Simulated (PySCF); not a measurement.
EPR calculation of C2H6FO2Si2

C2H6FO2Si2, multiplicity 2, computed with UKS B3LYP, pcH-1 on C F H O Si, non-relativistic, mean-field spin-orbit, GIAO (PySCF 2.14.0).

It belongs to a series of runs on one base structure; here: H removed from sp2 C.

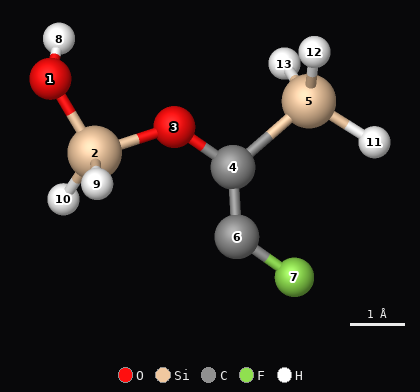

**Figure 1.** The structure (ball-and-stick view, seen at a tilt; atoms are numbered from 1 in the order of the input). Bond lengths as drawn: C–C 1.30 Å, C–F 1.34 Å, C–O 1.35 Å, C–Si 1.93 Å, H–O 0.95 Å, H–Si 1.45 to 1.46 Å and O–Si 1.62 to 1.64 Å.

Input:
```
{"job": {"kind": "epr", "basis": "pcH-1"}, "charge": 0, "multiplicity": 2}
O      2.883053    -0.741911     0.616157
Si     2.015573     0.373333    -0.169903
O      0.474317    -0.177873    -0.067386
C     -0.660722     0.392333    -0.522809
Si    -2.110079    -0.756126     0.031727
C     -0.746959     1.496903    -1.199312
F     -1.861445     2.072094    -1.657185
H      2.637759    -1.663765     0.602682
H      2.197755     1.599773     0.587633
H      2.386301     0.463745    -1.578892
H     -3.366224    -0.146537    -0.390543
H     -1.989349    -0.866063     1.484649
H     -1.864368    -2.045421    -0.615795
```

The first line tells a small driver script what to run in PySCF; the rest is the geometry in Å.

Hardware: 1 CPU thread, shared host.

Run as:
```bash
OMP_NUM_THREADS=1 python <driver script> task.json out
```

What the program printed:
```
UKS, coarse grid
  cycle   1  E = -908.89894132  |g| = 7.62e-01
  cycle   2  E = -908.22720588  |g| = 1.47e+00
  cycle   3  E = -909.06218571  |g| = 2.15e-01
  cycle   4  E = -909.08312807  |g| = 1.08e-01
  cycle   5  E = -909.08753247  |g| = 5.17e-02
  cycle   6  E = -909.08869009  |g| = 1.17e-02
  cycle   7  E = -909.08876714  |g| = 5.48e-03
  cycle   8  E = -909.08878665  |g| = 2.60e-03
  cycle   9  E = -909.08879718  |g| = 9.67e-04
  cycle  10  E = -909.08880031  |g| = 4.32e-04
UKS, final grid
  cycle   1  E = -909.08878983  |g| = 3.70e-04
  cycle   2  E = -909.08878993  |g| = 5.02e-04
  cycle   3  E = -909.08879004  |g| = 1.29e-04
  cycle   4  E = -909.08879008  |g| = 8.71e-05
  cycle   5  E = -909.08879010  |g| = 5.56e-05
  cycle   6  E = -909.08879010  |g| = 8.40e-06
E = -909.08879010 Eh   <S^2> = 0.7595 (exact 0.7500)
g shifts (ppm)      1          2          3
  rmc          -211       -211       -211
  gc              7         26          2
  oz_so         -34       1170       2389
  total        -238        985       2180
hyperfine (MHz)  atom isotope    a_iso     a_fc   dipolar eigenvalues
    0   17O      -1.41      -1.41     -0.37      0.00      0.37
    1  29Si       0.18       0.17     -3.30      1.23      2.07
    2   17O     -22.87     -22.87     -5.92      0.40      5.52
    3   13C      22.85      22.95    -26.96     -8.01     34.97
    4  29Si     -55.15     -55.26    -22.55     11.16     11.39
    5   13C     465.98     465.85    -75.67    -49.51    125.18
    6   19F     324.20     322.64   -269.89   -203.27    473.16
    7    1H       0.63       0.63     -0.62     -0.49      1.10
    8    1H       4.28       4.28     -2.26     -1.62      3.88
    9    1H       8.83       8.82     -2.61     -1.78      4.39
   10    1H      -1.58      -1.58     -2.64     -0.78      3.42
   11    1H       2.97       2.96     -1.99     -0.60      2.59
   12    1H       2.43       2.42     -1.99     -0.61      2.61
```

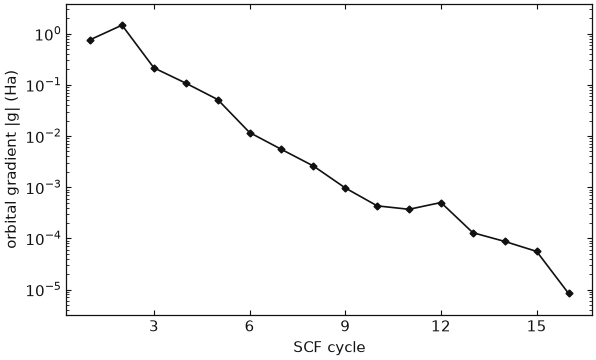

**Figure 2.** Convergence of the self-consistent field: orbital gradient |g| against the SCF cycle. All cycles printed in the log are drawn one after another.

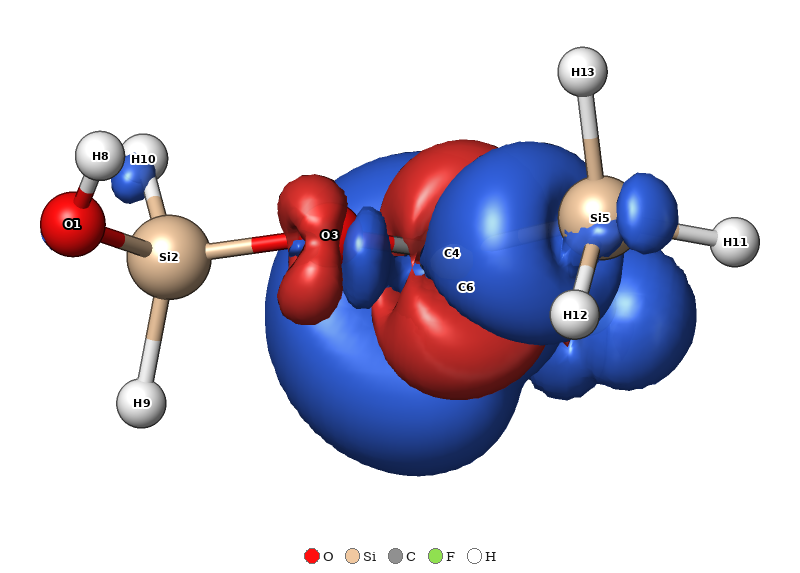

**Figure 3.** Isosurfaces of the spin density at +0.006 (blue) and −0.006 e/Å³ (red), seen from the side. The unpaired spin (1 electron) lies mostly on C6 (about 0.7), F7 (about 0.1) and C4 (about 0.1), in electrons by Hirshfeld's partition.

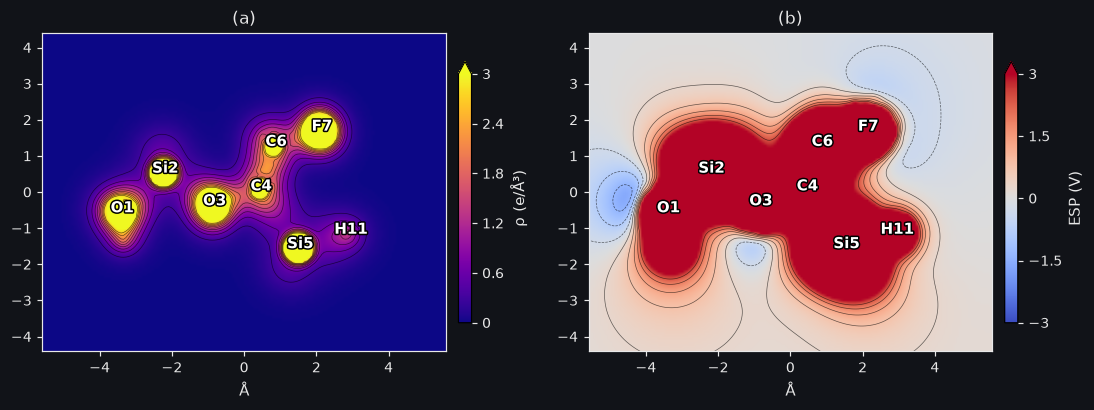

**Figure 4.** (a) electron density; (b) molecular electrostatic potential on the plane of atoms C4, C6 and F7. The section cuts through O, Si, C, F and H sites. C–F (1.34 Å): ρ is about 2.3 e/Å³ halfway. C–O (1.35 Å): ρ at the midpoint is about 1.8 e/Å³.

Summary:

| quantity | value |
| --- | --- |
| outcome | converged |
| total energy | −909.088790 hartree |
| ⟨S²⟩ | 0.760 |
| isotropic g | 2.0033 |
| wall time | 71 s |
| peak memory | 0.97 GiB |
